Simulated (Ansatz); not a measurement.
Base system: GaN in the zinc blende structure (space group F-43m, No. 216; a = 4.498 Å).

One thing is altered: full substitution Ga → B, then cell and atoms are relaxed.

Computed with PBEsol/PAW in Ansatz (an electronic-structure program), spin-orbit coupling left out, earlier PAW set.

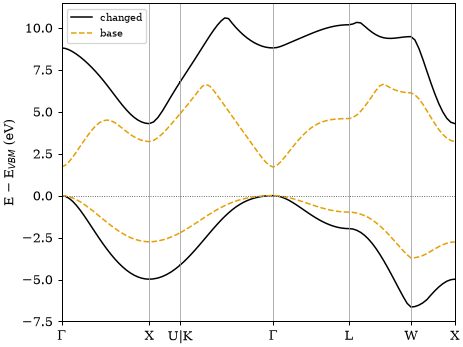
Fig. 1. Highest valence and lowest conduction band along the path, each from its own valence-band maximum

Question: From the figure, how large is the changed gap, and is it direct?

Answer: About 4.3 eV, indirect, Γ → X.

No phonon test of stability was made. This is not the structure that GaN has at room temperature and ambient pressure.
